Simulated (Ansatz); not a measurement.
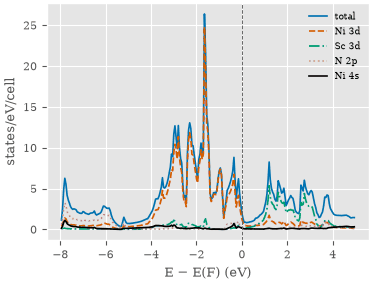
Fig. 1. Total and projected density of states of ScNi₃N (anti-perovskite, Pm-3m), DFT-r²SCAN in the program Ansatz with PAW potentials

Problem. Which orbitals carry the states next to the Fermi level?

Solution. Within 0.5 eV of the Fermi level: Ni 3d 70 %, N 2p 12 %, Sc 3d 8 %, Ni 4s 6 %. Projections are on Löwdin-orthogonalised atomic valence shells; empty p or d shells of many metals are not among them.

Problem. Where is the tallest occupied peak in this window, and what makes it?

Solution. Near -1.6 eV, about 26 states/eV per cell; the largest projected share is Ni 3d.

The start of the workflow was typed in or built on a structure type; neither database checked (COD, Materials Project) lists it. Its standing as an ambient phase is unchecked. The cell was relaxed with r²SCAN under the symmetry of its start; its stability against distortions is not shown here. The workflow began spin-polarised and lost its moments.

Potentials: the earlier of the program's two PAW sets. The files were generated under PBE; for other functionals the program regenerates the frozen cores, and for LDA and PBEsol the local potential too.
